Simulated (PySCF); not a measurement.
# C₃H₁₀Si₂: electronic excitations and core binding energies

What electronic excitations and core binding energies should C₃H₁₀Si₂ (`CC1[SiH2]C[SiH2]1`) show?

Programs: PySCF 2.14.0, with density-fitted response routines of our own. Each step states its level of theory. These are calculated values for one molecule in the gas phase, unless marked as measured. Atoms are numbered from 0 throughout.

### Step 1. The starting structure

15 atoms, charge 0, multiplicity 1; geometry from: GFN2-xTB.

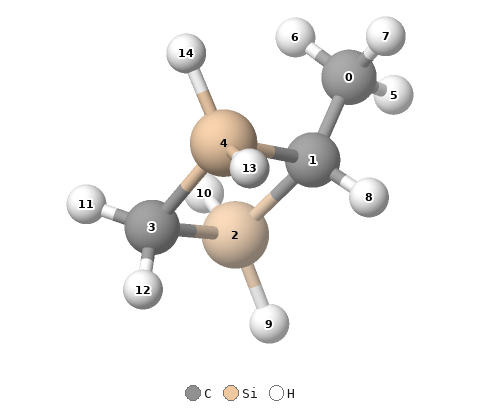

As it starts; carbon grey, silicon light orange, hydrogen white, atoms numbered.

### Step 2. Ultraviolet spectrum: CAM-B3LYP/def2-SVPD

Job settings and geometry (Å):

```
{"job": {"kind": "uv", "xc": "CAM-B3LYP", "basis": "def2-SVPD", "nstates": 8, "ntriplets": 3}, "charge": 0, "multiplicity": 1}
C      1.881620    -0.577065    -0.348338
C      0.655028    -0.229879     0.485189
Si    -0.987333    -1.144893     0.061429
C     -1.821465     0.578602    -0.044941
Si    -0.152631     1.494664     0.190794
H      2.191167    -1.607932    -0.177104
H      1.671469    -0.460622    -1.409602
H      2.720109     0.072905    -0.099100
H      0.919474    -0.364024     1.537132
H     -1.501412    -2.040250     1.101348
H     -0.944497    -1.859749    -1.216434
H     -2.334527     0.787090    -0.979696
H     -2.539420     0.766661     0.749200
H     -0.089168     2.426256     1.320654
H      0.327171     2.166223    -1.019790
```

Level: TDDFT CAM-B3LYP/def2-SVPD, vertical, gas phase, core orbitals frozen in the response.

What it wrote:

```text
coarse grid: 12712 points
cycle   1  E = -698.8360766117  dE =  3.056e-01  |g| = 4.003e-01  |ddm| = 4.770e+00
cycle   2  E = -698.8407806667  dE = -4.704e-03  |g| = 3.811e-01  |ddm| = 9.832e-01
cycle   3  E = -698.8799580187  dE = -3.918e-02  |g| = 3.559e-02  |ddm| = 4.923e-01
cycle   4  E = -698.8803101971  dE = -3.522e-04  |g| = 1.549e-02  |ddm| = 9.531e-02
cycle   5  E = -698.8803750587  dE = -6.486e-05  |g| = 2.826e-03  |ddm| = 2.840e-02
cycle   6  E = -698.8803770527  dE = -1.994e-06  |g| = 7.064e-04  |ddm| = 5.104e-03
final grid: 111200 points
cycle   7  E = -698.9793516535  dE = -2.128e-05  |g| = 2.833e-03  |ddm| = 4.609e-02
cycle   8  E = -698.9793518357  dE = -1.822e-07  |g| = 2.801e-03  |ddm| = 9.156e-03
cycle   9  E = -698.9793539159  dE = -2.080e-06  |g| = 1.761e-04  |ddm| = 3.537e-03
cycle  10  E = -698.9793539238  dE = -7.879e-09  |g| = 1.109e-04  |ddm| = 4.814e-04
cycle  11  E = -698.9793539270  dE = -3.219e-09  |g| = 1.575e-05  |ddm| = 1.935e-04
cycle  12  E = -698.9793539271  dE = -1.013e-10  |g| = 5.914e-06  |ddm| = 4.452e-05
converged SCF energy = -698.9793539271

Static polarisability (au): isotropic 86.875, principal 74.349 88.588 97.688

Singlet excitations
state   eV       nm        f      main configurations
  1   6.2632    198.0   0.00603   H->L 0.91
  2   6.9137    179.3   0.00374   H-1->L 0.96
  3   6.9583    178.2   0.00022   H->L+1 0.65, H->L+3 0.13, H-2->L 0.12
  4   7.1840    172.6   0.13399   H-2->L 0.70, H->L+1 0.14
  5   7.3574    168.5   0.00378   H-1->L+1 0.80, H-1->L+4 0.10
  6   7.3638    168.4   0.01707   H->L+3 0.69, H->L+1 0.11
  7   7.5641    163.9   0.00025   H-2->L+1 0.67, H-2->L+4 0.12, H-2->L+3 0.10
  8   7.7221    160.6   0.00731   H-1->L+3 0.79, H-1->L+1 0.08

Triplet excitations (Tamm-Dancoff, eV): 5.9654 6.4094 6.4989
```

It took 32 s on 1 thread, shared host.

The orbitals next to the gap, with their largest atomic shares:

```tsv
orbital	eV	atoms
HOMO−3	-10.53	Si4 15 %, Si2 15 %, H14 11 %
HOMO−2	-9.49	C3 43 %, Si2 16 %, Si4 16 %
HOMO−1	-9.29	C1 27 %, C3 24 %, C0 10 %
HOMO	-8.83	C1 35 %, Si2 15 %, Si4 15 %
LUMO	0.70	Si4 16 %, Si2 16 %, C3 11 %
LUMO+1	1.18	Si4 23 %, Si2 23 %, C3 8 %
LUMO+2	1.75	Si2 26 %, Si4 26 %, H13 6 %
```

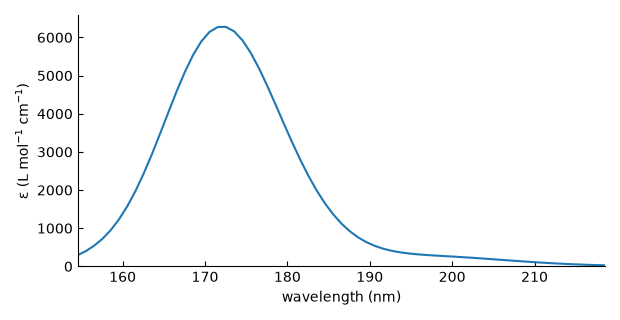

Absorption spectrum: each of the 8 states is a Gaussian band of 0.4 eV half-width at 1/e. Beyond the last state computed it falls off for lack of states.

Further results of this job:

```tsv
property	computed
dipole moment (D)	0.19
polarisability (Å³)	12.87
HOMO–LUMO gap (eV)	9.53
−ε(HOMO) (eV)	8.83
```

### Step 3. Core holes by ΔSCF: SCAN, X2C

Settings changed since step 2:

```diff
@@ -1,2 +1,2 @@
-{"job": {"kind": "uv", "xc": "CAM-B3LYP", "basis": "def2-SVPD", "nstates": 8, "ntriplets": 3}, "charge": 0, "multiplicity": 1}
+{"job": {"kind": "xps"}, "charge": 0, "multiplicity": 1}
 C      1.881620    -0.577065    -0.348338
```

Level: delta-SCF UKS SCAN, pcX-2 on the ionised atom, pcseg-1 elsewhere, spin-free X2C.

What it wrote:

```text
ground state, core basis on atom 0 (C), 159 functions
  cycle   1  E = -700.24578474  |g| = 6.33e-01
  cycle   2  E = -700.06698134  |g| = 9.81e-01
  cycle   3  E = -700.35332912  |g| = 8.21e-02
  cycle   4  E = -700.35513719  |g| = 3.98e-02
  cycle   5  E = -700.35553897  |g| = 1.07e-02
  cycle   6  E = -700.35556949  |g| = 3.61e-03
  cycle   7  E = -700.35557495  |g| = 1.11e-03
  cycle   8  E = -700.35557519  |g| = 3.67e-04
  E(ground) = -700.42503914 Eh
hole in C 1s of atom 0
  cycle   1  E = -689.12126098  |g| = 1.51e+00
  cycle   2  E = -688.51423594  |g| = 1.77e+00
  cycle   3  E = -689.64217753  |g| = 3.20e-01
  cycle   4  E = -689.67764782  |g| = 1.18e-01
  cycle   5  E = -689.68402597  |g| = 5.06e-02
  cycle   6  E = -689.68532074  |g| = 8.96e-03
  cycle   7  E = -689.68536637  |g| = 3.94e-03
  cycle   8  E = -689.68537734  |g| = 1.13e-03
  cycle   9  E = -689.68538048  |g| = 5.00e-04
  cycle  10  E = -689.68537970  |g| = 1.35e-04
  E(ion) = -689.75383790 Eh   <S^2> = 0.7687   hole on atom = 1.000   binding energy = 290.378 eV
ground state, core basis on atom 1 (C), 159 functions
  cycle   1  E = -700.35751693  |g| = 5.98e-02
  cycle   2  E = -700.35745932  |g| = 2.73e-02
  cycle   3  E = -700.35752756  |g| = 2.19e-02
  cycle   4  E = -700.35764612  |g| = 3.21e-03
  cycle   5  E = -700.35764721  |g| = 5.63e-04
  cycle   6  E = -700.35764753  |g| = 1.01e-04
  E(ground) = -700.42744486 Eh
hole in C 1s of atom 1
  cycle   1  E = -689.13135321  |g| = 1.52e+00
  cycle   2  E = -688.20524493  |g| = 1.98e+00
  cycle   3  E = -689.67130829  |g| = 3.54e-01
  cycle   4  E = -689.72150053  |g| = 1.08e-01
  cycle   5  E = -689.72578690  |g| = 4.80e-02
  cycle   6  E = -689.72700783  |g| = 1.09e-02
  cycle   7  E = -689.72707418  |g| = 4.88e-03
  cycle   8  E = -689.72708727  |g| = 1.32e-03
  cycle   9  E = -689.72708915  |g| = 7.75e-04
  cycle  10  E = -689.72708876  |g| = 2.23e-04
  E(ion) = -689.79494098 Eh   <S^2> = 0.7712   hole on atom = 1.000   binding energy = 289.325 eV
ground state, core basis on atom 2 (Si), 170 functions
  cycle   1  E = -700.45159942  |g| = 2.86e-01
  cycle   2  E = -700.45164132  |g| = 3.57e-02
  cycle   3  E = -700.45157372  |g| = 3.06e-02
  cycle   4  E = -700.45174790  |g| = 9.42e-03
  cycle   5  E = -700.45177149  |g| = 1.16e-03
  cycle   6  E = -700.45177013  |g| = 1.69e-04
  E(ground) = -700.47948426 Eh
hole in Si 1s of atom 2
  cycle   1  E = -631.53691573  |g| = 4.35e+00
  cycle   2  E = -631.56950304  |g| = 2.17e+00
  cycle   3  E = -632.19712553  |g| = 7.88e-01
  cycle   4  E = -632.55858283  |g| = 2.74e-01
  cycle   5  E = -632.60149979  |g| = 8.78e-02
  cycle   6  E = -632.60484447  |g| = 4.30e-02
  cycle   7  E = -632.60584429  |g| = 9.32e-03
  cycle   8  E = -632.60588435  |g| = 4.21e-03
  cycle   9  E = -632.60589234  |g| = 1.07e-03
  cycle  10  E = -632.60589495  |g| = 4.14e-04
  E(ion) = -632.64134577 Eh   <S^2> = 0.7526   hole on atom = 1.000   binding energy = 1845.970 eV
hole in Si 2p of atom 2
  cycle   1  E = -696.19599243  |g| = 1.24e+00
  cycle   2  E = -695.99767317  |g| = 1.15e+00
  cycle   3  E = -696.47749786  |g| = 2.73e-01
  cycle   4  E = -696.52353167  |g| = 9.41e-02
  cycle   5  E = -696.52741485  |g| = 5.04e-02
  cycle   6  E = -696.52888141  |g| = 7.53e-03
  cycle   7  E = -696.52890535  |g| = 3.74e-03
  cycle   8  E = -696.52891279  |g| = 8.73e-04
  cycle   9  E = -696.52891238  |g| = 3.55e-04
  E(ion) = -696.56794760 Eh   <S^2> = 0.7520   hole on atom = 1.002   binding energy = 106.438 eV
  2p3/2 = 106.223 eV   2p1/2 = 106.846 eV
ground state, core basis on atom 3 (C), 159 functions
  cycle   1  E = -700.35745896  |g| = 6.12e-02
  cycle   2  E = -700.35741031  |g| = 2.85e-02
  cycle   3  E = -700.35751991  |g| = 2.18e-02
  cycle   4  E = -700.35765128  |g| = 4.92e-03
  cycle   5  E = -700.35765665  |g| = 4.20e-04
  E(ground) = -700.42718484 Eh
hole in C 1s of atom 3
  cycle   1  E = -689.13836758  |g| = 1.51e+00
  cycle   2  E = -688.40533087  |g| = 1.84e+00
  cycle   3  E = -689.67945296  |g| = 3.32e-01
  cycle   4  E = -689.72100495  |g| = 1.15e-01
  cycle   5  E = -689.72633510  |g| = 5.35e-02
  cycle   6  E = -689.72782907  |g| = 1.02e-02
  cycle   7  E = -689.72787758  |g| = 5.53e-03
  cycle   8  E = -689.72789702  |g| = 1.27e-03
  cycle   9  E = -689.72789789  |g| = 6.78e-04
  cycle  10  E = -689.72789793  |g| = 1.94e-04
  E(ion) = -689.79529796 Eh   <S^2> = 0.7689   hole on atom = 1.000   binding energy = 289.308 eV
```

Run time: 55 s. Hardware: 1 thread, shared host.

Binding energies by hole, beside the orbital energy of the ground state; the difference holds orbital relaxation and, for a density functional, its self-interaction error:

```tsv
hole	stands for	environment	ΔSCF (eV; 2p as the shell's mean)	−ε (eV)	⟨S²⟩
C1s on C0	C0	methyl carbon	290.38	273.3	0.769
C1s on C1	C1	sp3 CH bonded to 2 Si	289.33	273.1	0.771
Si1s on Si2	Si2, Si4	silicon bonded to 2 C, 2 H, in a 4-membered ring	1845.97	1793.1	0.753
Si2p on Si2	Si2, Si4	silicon bonded to 2 C, 2 H, in a 4-membered ring	106.43	95.9	0.752
C1s on C3	C3	sp3 CH2 bonded to 2 Si	289.31	272.9	0.769
```

Each hole run stands for the others of its class of like atoms.

With the spin-orbit splitting: Si2 2p3/2 106.22, 2p1/2 106.85 eV. The table gives each 2p level as the mean over the whole 2p shell (two parts 2p3/2, one part 2p1/2), which differs a little from the single hole in the log.

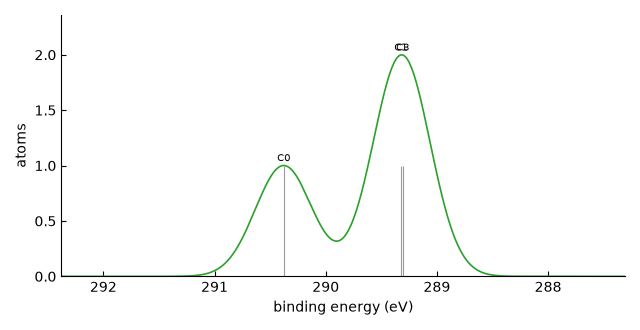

The C1s photoelectron lines, weighted by the number of atoms. Lines are broadened to a width of 0.60 eV (Gaussian).

### Step 4. Outcome

```
                                quantity                               value
    lowest singlet (CAM-B3LYP/def2-SVPD)         6.26 eV (198 nm), f = 0.006
brightest single state of those computed         state 4, 7.18 eV, f = 0.134
                          lowest triplet                             5.97 eV
        C1s binding energies, SCAN/pcX-2  C0 290.38, C1 289.33, C3 289.31 eV
       Si1s binding energies, SCAN/pcX-2                      Si2 1845.97 eV
       Si2p binding energies, SCAN/pcX-2                       Si2 106.43 eV
```

In words: The lowest singlet, at 6.26 eV, is HOMO→LUMO 0.91 and is weak; of the 8 states computed, the strongest absorption comes from state 4 at 7.18 eV. The lowest triplet lies 0.30 eV below the lowest singlet (triplets in Tamm-Dancoff, singlets in full TDDFT). The C1s levels kept as sound span 1.07 eV, from C3 (sp3 CH2 bonded to 2 Si) up to C0 (methyl carbon).
